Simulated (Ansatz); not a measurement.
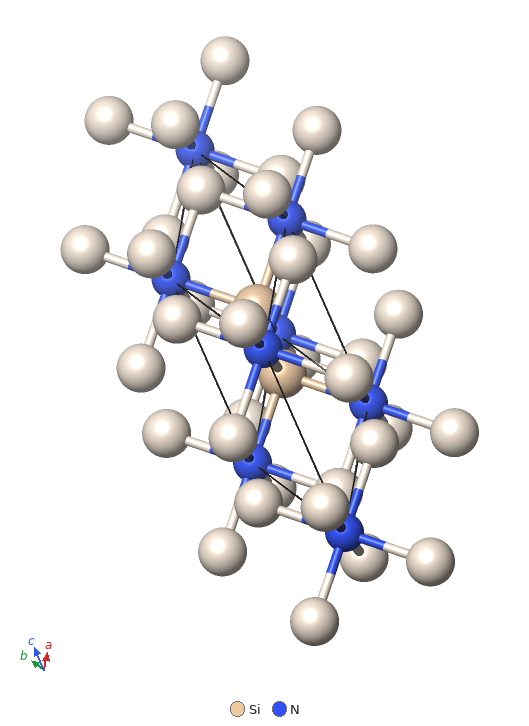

Structure drawing (ball-and-stick), viewed slightly off an axis. The lines enclose the simulation cell; boundary atoms appear with their images. Atoms outside the box are added where they are bonded to one inside, in fainter colours.

The input file of the run:
```yaml
crystal:
  lattice:
    - [1.3587535681, 0.7844767383, 5.4705566921]
    - [-1.3587535681, 0.7844767383, 5.4705566921]
    - [0.0, -1.5689534766, 5.4705566921]
  atoms:
    - { symbol: Si, position: [0.5853580498, 0.5853580498, 0.5853580498] }
    - { symbol: Si, position: [0.4146419502, 0.4146419502, 0.4146419502] }
    - { symbol: "N", position: [0.0, 0.0, 0.0] }
basis:
  ecutwfc: 420
kpoints:
  mp_grid: { grid: [18, 18, 18] }
  band_path:
    path:
      - [[0.0, 0.0, 0.0], [0.5, 0.5, 0.5], [0.81962433, 0.18037567, 0.5]]
      - [[0.5, -0.18037567, 0.18037567], [0.5, 0.0, 0.0], [0.0, 0.0, 0.0], [0.34018783, -0.34018783, 0.0]]
      - [[0.65981217, 0.0, 0.34018783], [0.5, 0.0, 0.5], [0.0, 0.0, 0.0]]
    npoints: 14
hamiltonian:
  xc: pbe
scf:
  occupations: { method: gaussian, width: 0.1 }
  n_extra_bands: 7
output:
  forces: true
  stress: true
  eigenvalues: true
  populations: true
  dos: { projected: true, de: 0.02, nscf_kmesh: { grid: [22, 22, 22] } }
  bader: true
```
Run as:
```sh
ansatz run input.yaml --threads 1 --pin off --max-ram 2560MiB --backend cpu --events-out ev --progress --plain --runs-dir out
```

Electronic-structure method: DFT PBE, scalar-relativistic, plane waves, PAW in Ansatz. Parameters: plane-wave cutoff 420 eV, an 18×18×18 k-point grid, Gaussian smearing of 0.1 eV, no spin polarisation.

Give the Bader charge of each element.

Si +1.10 e; N -2.21 e.

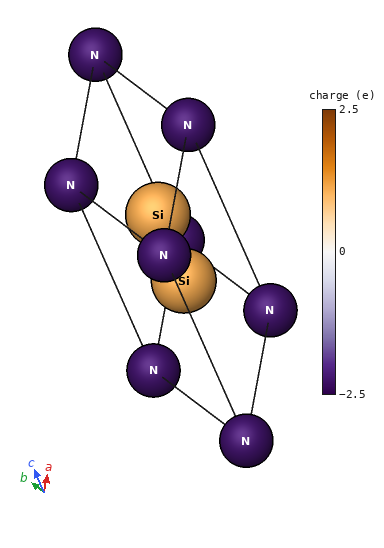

The atoms coloured by those charges.

The model was built from a structure type filled with these elements by a generator (whether the compound takes this form wasn't checked). Earlier steps of the study may have refined or changed the cell and positions. It was run through Ansatz as a DFT input.
